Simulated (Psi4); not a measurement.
# BH4O− (SMILES [BH3-]O): PBE0/6-31G(d) (spherical functions, sweep point 6)

Aim: the vertical electron affinity of BH4O− at PBE0/6-31G* (spherical functions, sweep point 6), from 2 runs. 

The results are computed with Psi4 1.11.

4 further runs of the same task are left out: 4 set aside as unsound or not needed.

## 1. The molecule

BH4O−: 6 atoms, total charge -1, spin state singlet. SMILES: `[BH3-]O`. The coordinates come from a GFN2-xTB relaxation.

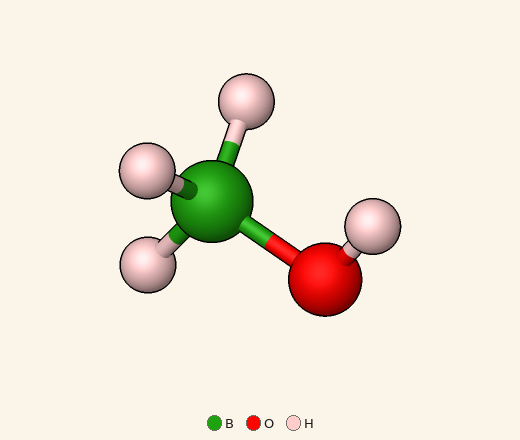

Viewed from a chosen angle; boron green, oxygen red, hydrogen pink.

## 2. The energy at PBE0/6-31G(d) (spherical functions, sweep point 6)

Input file calc.inp:

```
memory 1600 MB

molecule {
  -1 1
  B     -0.074670    -0.173680    -0.316420
  O     -0.013550     1.016190     0.603980
  H      1.062740    -0.650510    -0.499740
  H     -0.542300     0.195170    -1.379270
  H     -0.789000    -1.072510     0.169030
  H      0.356770     0.685330     1.422430
  symmetry c1
}

set basis 6-31G*
set puream true
set scf_type pk
set dft_radial_points 99
set dft_spherical_points 590

energy('pbe0')
```

On the command line:

```sh
psi4 -i calc.inp -o calc.out -n 1
```

calc.out:

```text
[...]
  Running in c1 symmetry.
[...]
  Nuclear repulsion =   33.272252130286205
[...]
  Multiplicity = 1
[...]
  Nalpha       = 9
  Nbeta        = 9
[...]
    Number of basis functions: 36
[...]
   @RKS iter   1:  -102.13264399819781   -4.03217e-01   1.88534e-02 DIIS/ADIIS
[...]
   @RKS iter   7:  -102.36123837966056   -4.70013e-08   9.41737e-07 DIIS
[...]
    Orbital Energies [Eh]
    ---------------------
    Doubly Occupied:
       1A    -18.931331     2A     -6.479651     3A     -0.737786
       4A     -0.273446     5A     -0.192688     6A     -0.100565
       7A     -0.099558     8A     -0.034393     9A      0.006185
[...]
  @RKS Final Energy:  -102.36123837966056
   => Energetics <=
    Nuclear Repulsion Energy =             33.2722521302862049
    One-Electron Energy =                -209.8370549340409639
    Two-Electron Energy =                  85.0563599983385927
    DFT Exchange-Correlation Energy =     -10.8527955742443911
    Empirical Dispersion Energy =           0.0000000000000000
    VV10 Nonlocal Energy =                  0.0000000000000000
    Total Energy =                       -102.3612383796605627
[...]
 Multipole Moments:
 ------------------------------------------------------------------------------------
     Multipole            Electronic (a.u.)      Nuclear  (a.u.)        Total (a.u.)
 ------------------------------------------------------------------------------------
 L = 1.  Multiply by 2.5417464519 to convert [e a0] to [Debye]
 Dipole X            :          0.0007548            0.2395688            0.2403236
 Dipole Y            :          2.4863940           -1.8370673            0.6493267
 Dipole Z            :          1.5742036           -0.4962490            1.0779546
 Magnitude           :                                                    1.2811583
[...]
```

Run time: 13 s. Hardware: 1 thread of Intel Xeon at 2.50GHz (Skylake/Cascade Lake), shared host; peak memory 0.57 GiB.

## 3. Doublet [BH4O]2−, same level

Input file job.inp:

```
memory 1600 mb

molecule m {
  -2 2
  B     -0.074670    -0.173680    -0.316420
  O     -0.013550     1.016190     0.603980
  H      1.062740    -0.650510    -0.499740
  H     -0.542300     0.195170    -1.379270
  H     -0.789000    -1.072510     0.169030
  H      0.356770     0.685330     1.422430
  symmetry c1
}

set basis 6-31G*
set reference uks
set puream true
set scf_type pk
set dft_radial_points 99
set dft_spherical_points 590
set maxiter 150

energy("pbe0")
```

On the command line:

```sh
psi4 job.inp job.out -n 1
```

job.out:

```text
[...]
  Running in c1 symmetry.
[...]
  Nuclear repulsion =   33.272252130286205
[...]
  Multiplicity = 2
[...]
  Nalpha       = 10
  Nbeta        = 9
[...]
    Number of basis functions: 36
[...]
   @UKS iter   1:  -101.53426606886876    1.95161e-01   2.44866e-02 DIIS/ADIIS
[...]
   @UKS iter  10:  -101.96417148152220   -2.16806e-09   2.11271e-07 DIIS
[...]
   @S^2 Observed:                7.514627416E-01
[...]
    Orbital Energies [Eh]
    ---------------------
    Alpha Occupied:
       1A    -18.634304     2A     -6.254864     3A     -0.451361
       4A     -0.028547     5A      0.061625     6A      0.140832
       7A      0.148099     8A      0.199459     9A      0.260711
      10A      0.480932
    Alpha Virtual:
      11A      0.621328    12A      0.650621    13A      0.653214
      14A      0.675273    15A      0.899211    16A      0.902226
      17A      1.021128    18A      1.152142    19A      1.324900
      20A      1.363262    21A      1.415340    22A      1.449949
      23A      1.504884    24A      1.512821    25A      1.632677
[...]
  @UKS Final Energy:  -101.96417148152220
   => Energetics <=
    Nuclear Repulsion Energy =             33.2722521302862049
    One-Electron Energy =                -214.0341578890574965
    Two-Electron Energy =                  89.8435469020095070
    DFT Exchange-Correlation Energy =     -11.0458126247604120
    Empirical Dispersion Energy =           0.0000000000000000
    VV10 Nonlocal Energy =                  0.0000000000000000
    Total Energy =                       -101.9641714815222002
[...]
 Multipole Moments:
 ------------------------------------------------------------------------------------
     Multipole            Electronic (a.u.)      Nuclear  (a.u.)        Total (a.u.)
 ------------------------------------------------------------------------------------
 L = 1.  Multiply by 2.5417464519 to convert [e a0] to [Debye]
 Dipole X            :         -0.5342984            0.2395688           -0.2947296
 Dipole Y            :          2.7746859           -1.8370673            0.9376187
 Dipole Z            :          0.2722735           -0.4962490           -0.2239755
 Magnitude           :                                                    1.0080473
[...]
```

Run time: 21 s. Hardware: 1 thread of Intel Xeon at 2.50GHz (Skylake/Cascade Lake), shared host; peak memory 0.57 GiB.

## 4. Outcome

At PBE0/6-31G* (spherical functions, sweep point 6):

| quantity | value |
| --- | --- |
| singlet BH4O−: total energy | -102.36124 Eh |
| singlet BH4O−: HOMO energy | 0.17 eV |
| singlet BH4O−: LUMO energy | 8.71 eV |
| singlet BH4O−: HOMO–LUMO gap (to an unbound level, set by the basis) | 8.54 eV |
| doublet [BH4O]2−: total energy | -101.96417 Eh |
| doublet [BH4O]2−: HOMO energy (highest over α and β) | 13.09 eV |
| doublet [BH4O]2−: LUMO energy (lowest over α and β) | 16.09 eV |
| doublet [BH4O]2−: ⟨S²⟩ | 0.751 |
| vertical electron affinity (to the doublet dianion) | -10.805 eV |

What this shows: The dianion lies 10.80 eV (249 kcal/mol) above the anion: the electron isn't bound at this level, and such a value depends on the basis. Without diffuse functions anions come out too high. The HOMO (singlet BH4O−) lies at positive energy, 0.17 eV; only total energies tell whether the electron is bound. The HOMO (doublet [BH4O]2−) lies at positive energy, 13.09 eV; only total energies tell whether the electron is bound.
